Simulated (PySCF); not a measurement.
# C3H6BP: electronic excitations and core binding energies

Wanted: the electronic excitations and core binding energies of C3H6BP (`CC#CBP`), by calculation.

Computed with PySCF 2.14.0, with density-fitted response routines of our own, on a single molecule in the gas phase. Atoms count from 0, in the outputs and in this text.

### 1 The starting structure

11 atoms, charge 0, multiplicity 1; geometry from: GFN2-xTB.

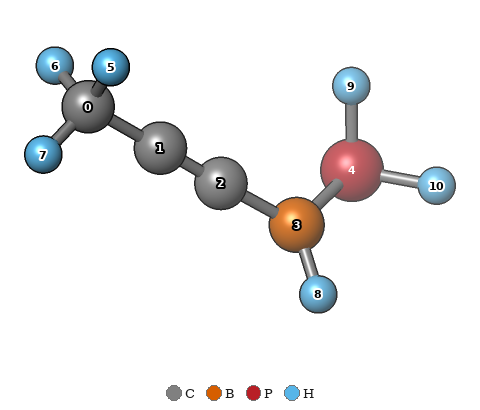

As it starts; carbon grey, boron orange, phosphorus red, hydrogen blue, atoms numbered.

### 2 Ultraviolet spectrum: PBE0/def2-SVPD

What the job is given:

```
{"job": {"kind": "uv", "xc": "PBE0", "basis": "def2-SVPD", "nstates": 8, "ntriplets": 3}, "charge": 0, "multiplicity": 1}
C     -2.385743     0.731700     0.484819
C     -1.112099     0.084147     0.284154
C     -0.048427    -0.469057     0.117097
B      1.279759    -1.121483    -0.074047
P      2.723210    -0.128318    -0.758446
H     -2.432774     1.132021     1.498067
H     -2.504576     1.553112    -0.221888
H     -3.200868     0.020413     0.349231
H      1.411937    -2.274125     0.097670
H      2.544451     1.066355    -0.085878
H      3.730555    -0.592095     0.068187
```

Method: TDDFT PBE0/def2-SVPD, vertical, gas phase, core orbitals frozen in the response.

On the command line:

```sh
$ OMP_NUM_THREADS=1 python probes_run.py task.json out
```

One launch serves the whole session: the jobs run in the order shown.

Log:

```text
coarse grid: 9688 points
cycle   1  E = -483.4579130553  dE =  4.194e-01  |g| = 3.372e-01  |ddm| = 1.041e+01
cycle   2  E = -483.4307154880  dE =  2.720e-02  |g| = 4.620e-01  |ddm| = 1.938e+00
cycle   3  E = -483.4864053587  dE = -5.569e-02  |g| = 1.535e-01  |ddm| = 9.710e-01
cycle   4  E = -483.4925438670  dE = -6.139e-03  |g| = 2.730e-02  |ddm| = 2.484e-01
cycle   5  E = -483.4927590640  dE = -2.152e-04  |g| = 8.338e-03  |ddm| = 7.230e-02
cycle   6  E = -483.4927818071  dE = -2.274e-05  |g| = 1.447e-03  |ddm| = 2.388e-02
cycle   7  E = -483.4927823912  dE = -5.841e-07  |g| = 3.469e-04  |ddm| = 7.886e-03
final grid: 88992 points
cycle   8  E = -483.5526504088  dE = -1.999e-05  |g| = 5.319e-03  |ddm| = 1.083e-01
cycle   9  E = -483.5526485382  dE =  1.871e-06  |g| = 5.790e-03  |ddm| = 2.740e-02
cycle  10  E = -483.5526586889  dE = -1.015e-05  |g| = 1.125e-03  |ddm| = 1.233e-02
cycle  11  E = -483.5526590086  dE = -3.196e-07  |g| = 2.415e-04  |ddm| = 1.873e-03
cycle  12  E = -483.5526590250  dE = -1.644e-08  |g| = 7.108e-05  |ddm| = 5.165e-04
cycle  13  E = -483.5526590267  dE = -1.717e-09  |g| = 1.364e-05  |ddm| = 1.542e-04
cycle  14  E = -483.5526590268  dE = -6.287e-11  |g| = 2.388e-06  |ddm| = 1.054e-04
converged SCF energy = -483.5526590268

Static polarisability (au): isotropic 82.812, principal 56.514 67.265 124.657

Singlet excitations
state   eV       nm        f      main configurations
  1   3.7044    334.7   0.01783   H->L 0.78, H-1->L 0.20
  2   4.7343    261.9   0.17995   H-1->L 0.75, H->L 0.19
  3   5.5152    224.8   0.04153   H-2->L 0.83
  4   6.3777    194.4   0.01002   H-3->L 0.90
  5   6.4171    193.2   0.04887   H->L+1 0.88
  6   6.6569    186.2   0.03324   H->L+2 0.57, H->L+3 0.18
  7   6.8785    180.2   0.03898   H->L+3 0.44, H-1->L+1 0.20, H->L+4 0.19
  8   6.8927    179.9   0.00749   H-4->L 0.88

Triplet excitations (Tamm-Dancoff, eV): 3.1294 3.7749 4.2306
```

Wall time 30 s (1 thread of Arm Neoverse N1, shared host); peak memory 0.63 GiB.

Frontier orbitals and where they lie:

```csv
orbital,eV,atoms
HOMO−3,-9.89,"P4 27 %, B3 26 %, H9 16 %"
HOMO−2,-8.49,"C2 34 %, C1 26 %, B3 14 %"
HOMO−1,-7.75,"C2 29 %, C1 28 %, P4 18 %"
HOMO,-7.04,"P4 40 %, C1 17 %, C2 15 %"
LUMO,-1.93,"B3 37 %, C2 16 %, C1 16 %"
LUMO+1,0.45,"B3 29 %, C0 16 %, C1 14 %"
LUMO+2,0.77,"C1 18 %, C0 17 %, C2 15 %"
```

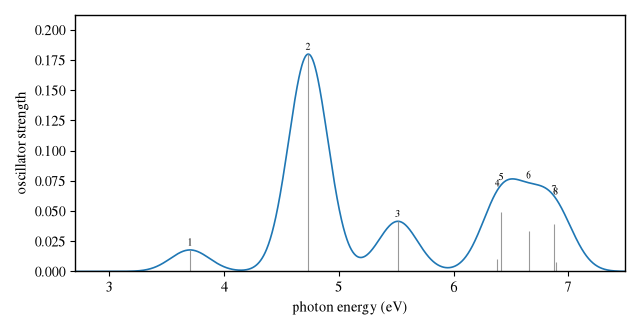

Absorption spectrum from the 8 singlet states computed; above the last one it falls off for lack of states. Lines are broadened to a width of 0.40 eV (Gaussian).

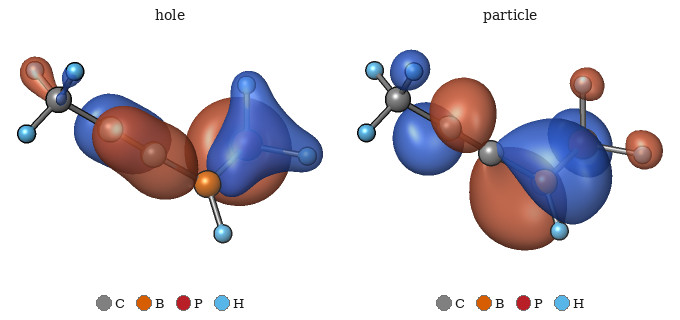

Leading natural transition orbitals of singlet state 2: the electron leaves the hole (left) for the particle orbital (right).

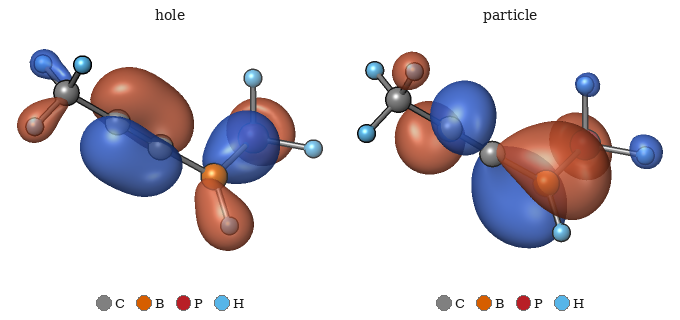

Leading natural transition orbitals of singlet state 1: the electron leaves the hole (left) for the particle orbital (right).

Ground-state properties from the same run:

```csv
property,computed
dipole moment (D),2.20
polarisability (Å³),12.27
HOMO–LUMO gap (eV),5.11
−ε(HOMO) (eV),7.04
```

Orbitals, density, ELF and potential are computed afterwards from the orbital file.

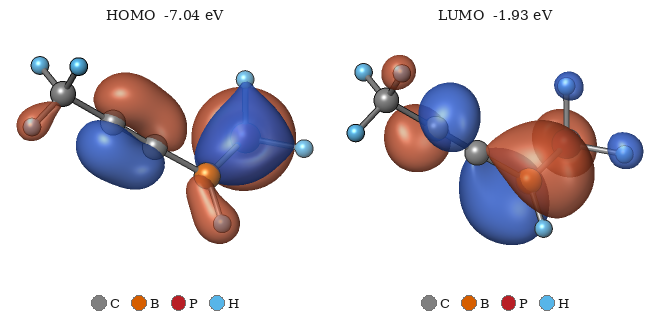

PBE0/def2-SVPD orbitals near the gap, drawn at the value that encloses 70 % of each; the two colours are the two signs.

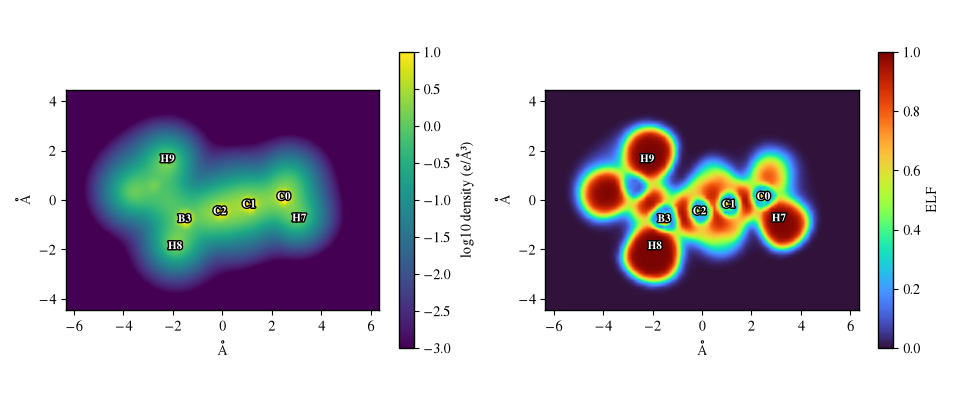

Density (left) and ELF (right) in a plane through or near 7 of the atoms.

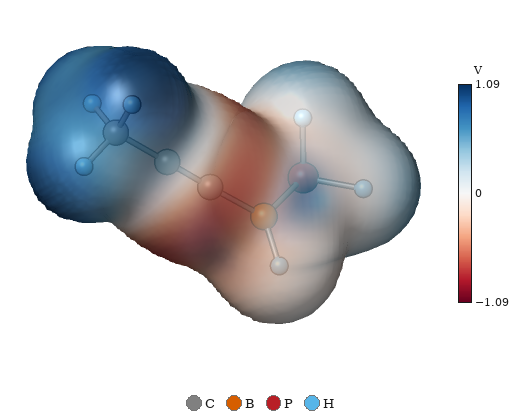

Electrostatic potential on the surface of density 0.002 e/bohr³; red is low, blue high. It runs from -0.77 V near P4 to 1.09 V near H5.

### 3 Core holes by ΔSCF: SCAN, X2C

Same as in step 2 but for these lines:

```diff
@@ -1,2 +1,2 @@
-{"job": {"kind": "uv", "xc": "PBE0", "basis": "def2-SVPD", "nstates": 8, "ntriplets": 3}, "charge": 0, "multiplicity": 1}
+{"job": {"kind": "xps"}, "charge": 0, "multiplicity": 1}
 C     -2.385743     0.731700     0.484819
```

Level: delta-SCF UKS SCAN, pcX-2 on the ionised atom, pcseg-1 elsewhere, spin-free X2C.

Log:

```text
ground state, core basis on atom 0 (C), 135 functions
  cycle   1  E = -484.71104878  |g| = 4.35e-01
  cycle   2  E = -484.66095641  |g| = 5.85e-01
  cycle   3  E = -484.74943629  |g| = 2.55e-01
  cycle   4  E = -484.76737413  |g| = 4.11e-02
  cycle   5  E = -484.76782664  |g| = 1.87e-02
  cycle   6  E = -484.76795041  |g| = 4.06e-03
  cycle   7  E = -484.76795694  |g| = 1.37e-03
  cycle   8  E = -484.76795794  |g| = 5.34e-04
  cycle   9  E = -484.76795793  |g| = 1.29e-04
  E(ground) = -484.79448487 Eh
hole in C 1s of atom 0
  cycle   1  E = -473.49101780  |g| = 1.50e+00
  cycle   2  E = -470.84089373  |g| = 2.36e+00
  cycle   3  E = -473.35128792  |g| = 9.59e-01
  cycle   4  E = -473.85580296  |g| = 6.07e-01
  cycle   5  E = -473.99461335  |g| = 2.43e-01
  cycle   6  E = -474.03105410  |g| = 1.48e-01
  cycle   7  E = -474.04780754  |g| = 1.81e-02
  cycle   8  E = -474.04798525  |g| = 1.08e-02
  cycle   9  E = -474.04806669  |g| = 3.32e-03
  cycle  10  E = -474.04808217  |g| = 2.19e-03
  cycle  11  E = -474.04809345  |g| = 1.44e-03
  cycle  12  E = -474.04810268  |g| = 9.29e-04
  cycle  13  E = -474.04810618  |g| = 5.43e-04
  cycle  14  E = -474.04810849  |g| = 2.16e-04
  E(ion) = -474.07426278 Eh   <S^2> = 0.7700   hole on atom = 1.000   binding energy = 291.712 eV
ground state, core basis on atom 1 (C), 135 functions
  cycle   1  E = -484.77256929  |g| = 6.05e-02
  cycle   2  E = -484.77221026  |g| = 4.45e-02
  cycle   3  E = -484.77186155  |g| = 5.62e-02
  cycle   4  E = -484.77266900  |g| = 1.25e-02
  cycle   5  E = -484.77271506  |g| = 3.59e-04
  cycle   6  E = -484.77271539  |g| = 1.61e-04
  E(ground) = -484.80046089 Eh
hole in C 1s of atom 1
  cycle   1  E = -473.51272711  |g| = 1.51e+00
  cycle   2  E = -470.89548097  |g| = 2.43e+00
  cycle   3  E = -473.81565732  |g| = 6.12e-01
  cycle   4  E = -473.76079823  |g| = 6.10e-01
  cycle   5  E = -474.04113759  |g| = 2.94e-01
  cycle   6  E = -474.09696962  |g| = 1.12e-01
  cycle   7  E = -474.10274812  |g| = 5.53e-02
  cycle   8  E = -474.10483973  |g| = 1.33e-02
  cycle   9  E = -474.10505948  |g| = 7.65e-03
  cycle  10  E = -474.10521986  |g| = 4.40e-03
  cycle  11  E = -474.10528047  |g| = 2.06e-03
  cycle  12  E = -474.10528816  |g| = 9.42e-04
  cycle  13  E = -474.10528911  |g| = 4.03e-04
  E(ion) = -474.13230424 Eh   <S^2> = 0.8595   hole on atom = 1.000   binding energy = 290.295 eV
ground state, core basis on atom 2 (C), 135 functions
  cycle   1  E = -484.77217920  |g| = 6.48e-02
  cycle   2  E = -484.77042984  |g| = 8.74e-02
  cycle   3  E = -484.77173066  |g| = 5.10e-02
  cycle   4  E = -484.77243078  |g| = 9.78e-03
  cycle   5  E = -484.77246080  |g| = 9.68e-04
  cycle   6  E = -484.77246339  |g| = 2.55e-04
  E(ground) = -484.80014073 Eh
hole in C 1s of atom 2
  cycle   1  E = -473.54767205  |g| = 1.51e+00
  cycle   2  E = -472.04131033  |g| = 2.09e+00
  cycle   3  E = -473.93007060  |g| = 5.51e-01
  cycle   4  E = -474.01269152  |g| = 3.70e-01
  cycle   5  E = -474.11440652  |g| = 1.37e-01
  cycle   6  E = -474.12725754  |g| = 5.08e-02
  cycle   7  E = -474.12856245  |g| = 3.17e-02
  cycle   8  E = -474.12915293  |g| = 1.09e-02
  cycle   9  E = -474.12927963  |g| = 5.14e-03
  cycle  10  E = -474.12937596  |g| = 2.84e-03
  cycle  11  E = -474.12939641  |g| = 1.24e-03
  cycle  12  E = -474.12939738  |g| = 4.13e-04
  E(ion) = -474.15556668 Eh   <S^2> = 0.8254   hole on atom = 1.000   binding energy = 289.654 eV
ground state, core basis on atom 3 (B), 135 functions
  cycle   1  E = -484.76008863  |g| = 5.44e-02
  cycle   2  E = -484.75804773  |g| = 8.94e-02
  cycle   3  E = -484.76005574  |g| = 3.63e-02
  cycle   4  E = -484.76038508  |g| = 1.09e-02
  cycle   5  E = -484.76042789  |g| = 1.26e-03
  cycle   6  E = -484.76042823  |g| = 2.65e-04
  E(ground) = -484.78833344 Eh
hole in B 1s of atom 3
  cycle   1  E = -477.14346743  |g| = 1.17e+00
  cycle   2  E = -475.70885553  |g| = 1.87e+00
  cycle   3  E = -477.34984185  |g| = 5.95e-01
  cycle   4  E = -477.46234201  |g| = 4.35e-01
  cycle   5  E = -477.52342223  |g| = 2.54e-01
  cycle   6  E = -477.57253994  |g| = 9.32e-02
  cycle   7  E = -477.57950764  |g| = 3.01e-02
  cycle   8  E = -477.58026536  |g| = 1.38e-02
  cycle   9  E = -477.58046040  |g| = 8.69e-03
  cycle  10  E = -477.58057994  |g| = 5.09e-03
  cycle  11  E = -477.58065122  |g| = 2.87e-03
  cycle  12  E = -477.58066875  |g| = 1.20e-03
  cycle  13  E = -477.58067020  |g| = 4.93e-04
  E(ion) = -477.60967719 Eh   <S^2> = 0.8895   hole on atom = 1.000   binding energy = 195.341 eV
ground state, core basis on atom 4 (P), 146 functions
  cycle   1  E = -484.88094984  |g| = 3.39e-01
  cycle   2  E = -484.88071297  |g| = 3.90e-02
  cycle   3  E = -484.87930545  |g| = 7.78e-02
  cycle   4  E = -484.88114051  |g| = 2.06e-02
  cycle   5  E = -484.88125352  |g| = 4.68e-03
  cycle   6  E = -484.88125887  |g| = 1.24e-03
  cycle   7  E = -484.88125924  |g| = 1.15e-04
  E(ground) = -484.87815272 Eh
hole in P 1s of atom 4
  cycle   1  E = -404.73798712  |g| = 4.72e+00
  cycle   2  E = -402.72997608  |g| = 2.63e+00
  cycle   3  E = -390.52208439  |g| = 3.43e+00
  cycle   4  E = -405.76337301  |g| = 4.81e-01
  cycle   5  E = -405.61625187  |g| = 6.95e-01
  cycle   6  E = -405.86452864  |g| = 2.10e-01
  cycle   7  E = -405.88834270  |g| = 3.58e-02
  cycle   8  E = -405.88900485  |g| = 7.41e-03
  cycle   9  E = -405.88902613  |g| = 3.72e-03
  cycle  10  E = -405.88903575  |g| = 1.16e-03
  cycle  11  E = -405.88903645  |g| = 2.68e-04
  E(ion) = -405.88603346 Eh   <S^2> = 0.7517   hole on atom = 1.000   binding energy = 2149.485 eV
hole in P 2p of atom 4
  cycle   1  E = -479.47282883  |g| = 1.38e+00
  cycle   2  E = -477.32048975  |g| = 1.84e+00
  cycle   3  E = -478.17960031  |g| = 1.50e+00
  cycle   4  E = -479.80655553  |g| = 2.91e-01
  cycle   5  E = -479.85187258  |g| = 1.50e-01
  cycle   6  E = -479.86345153  |g| = 5.69e-02
  cycle   7  E = -479.86510180  |g| = 2.16e-02
  cycle   8  E = -479.86521541  |g| = 1.51e-02
  cycle   9  E = -479.86535723  |g| = 2.56e-03
  cycle  10  E = -479.86535942  |g| = 8.08e-04
  cycle  11  E = -479.86536163  |g| = 3.46e-04
  E(ion) = -479.87275472 Eh   <S^2> = 0.7533   hole on atom = 1.002   binding energy = 136.204 eV
  2p3/2 = 135.967 eV   2p1/2 = 136.858 eV
```

Wall time 64 s (1 thread of Arm Neoverse N1, shared host); peak memory 0.39 GiB.

Binding energies by hole, beside the orbital energy of the ground state; the difference holds orbital relaxation and, for a density functional, its self-interaction error:

```csv
hole,stands for,environment,ΔSCF (eV; 2p as the shell's mean),−ε (eV),⟨S²⟩
C1s on C0,C0,propargylic methyl carbon,291.71,274.5,0.770
C1s on C1,C1,alkyne carbon,290.30 (doubtful),274.0,0.859
C1s on C2,C2,alkyne carbon,289.65,273.1,0.825
B1s on B3,B3,"boron bonded to C, P, H",195.34 (doubtful),180.3,0.889
P1s on P4,P4,"phosphorus bonded to B, 2 H",2149.49,2092.3,0.752
P2p on P4,P4,"phosphorus bonded to B, 2 H",136.26,125.4,0.753
```

Doubtful: the ion did not converge, its hole moved, or its ⟨S²⟩ is well above 0.75.

With the spin-orbit splitting: P4 2p3/2 135.97, 2p1/2 136.86 eV. The table gives each 2p level as the mean over the whole 2p shell (two parts 2p3/2, one part 2p1/2), which differs a little from the single hole in the log.

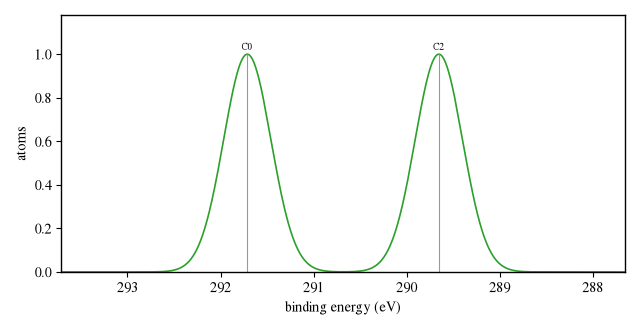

The C1s photoelectron lines, weighted by the number of atoms. Only 2 of the 3 C atoms are covered by sound results. Lines are broadened to a width of 0.60 eV (Gaussian).

### 4 Outcome

| quantity | value |
| --- | --- |
| lowest singlet (PBE0/def2-SVPD) | 3.70 eV (335 nm), f = 0.018 |
| brightest single state of those computed | state 2, 4.73 eV, f = 0.180 |
| lowest triplet | 3.13 eV |
| surface potential, least and greatest | -0.77 V and 1.09 V |
| C1s binding energies, SCAN/pcX-2 (standing for 2 of 3 atoms) | C0 291.71, C2 289.65 eV |
| P1s binding energies, SCAN/pcX-2 | P4 2149.49 eV |
| P2p binding energies, SCAN/pcX-2 | P4 136.26 eV |

The first singlet state (HOMO→LUMO 0.78, HOMO−1→LUMO 0.20) lies at 3.70 eV and is weak; of the 8 states computed, the strongest absorption comes from state 2 at 4.73 eV. The lowest triplet lies 0.58 eV below the lowest singlet (triplets in Tamm-Dancoff, singlets in full TDDFT). By nearest atom (PBE0/def2-SVPD), the HOMO sits on P4 39 %; C1 19 % and the LUMO on B3 43 %; C1 20 %. The C1s levels kept as sound span 2.06 eV, from C2 (alkyne carbon) up to C0 (propargylic methyl carbon). Only 2 of the 3 C atoms are covered by sound results.
